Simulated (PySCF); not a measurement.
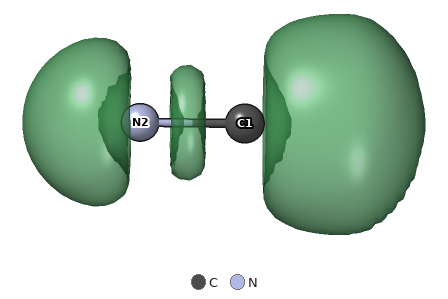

*CN (charge −1). Isosurface of the ELF at 0.8 (green), seen from one side. Core shells and regions of very low density are left out.*

Level of theory: PySCF 2.14.0, PBE0/def2-SVPD, non-relativistic Hamiltonian with scalar-relativistic core potentials where named, at a bond length of 1.175 Å.

```csv
atom,x (Å),y (Å),z (Å)
C,0.0000,0.0000,-0.6328
N,0.0000,0.0000,0.5422
```

Where are the electrons localised?

Answer. At this value the surface marks out one region between bonded C–N atoms (shared pairs), one lobe on C, pointing away from the bonds (lone pairs) and one lobe on N, pointing away from the bonds (lone pairs).

Values along the shortest contacts:
C–N (1.17 Å): the ELF peaks at about 0.90 between the atoms; a multiple bond.
